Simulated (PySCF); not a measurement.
SMILES c1([SiH2][SeH])cccs1 (C4H6SSeSi) at its GFN2-xTB optimised geometry (Å):

```
13

Se    -0.3319    -2.8405     0.0011
Si    -1.6719    -0.9851     0.0030
C     -0.4841     0.4502     0.0000
C      0.8805     0.4502     0.0000
C      1.4449     1.7415     0.0000
C      0.4993     2.7163     0.0003
S     -1.0933     2.0740     0.0006
H     -1.4113    -3.7795     0.0027
H     -2.5027    -1.0082    -1.2010
H     -2.4969    -1.0067     1.2110
H      1.4623    -0.4580    -0.0001
H      2.5027     1.9344    -0.0002
H      0.6367     3.7795     0.0000
```

Computed with PySCF with PBE/def2-TZVP.

Map of the electron localisation function on the plane z = 1.0 Å:

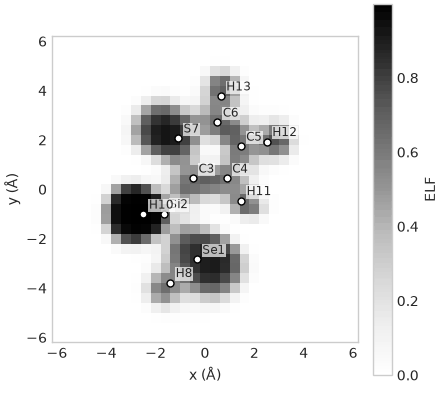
Electron localisation function on the plane z = 1.0 Å.
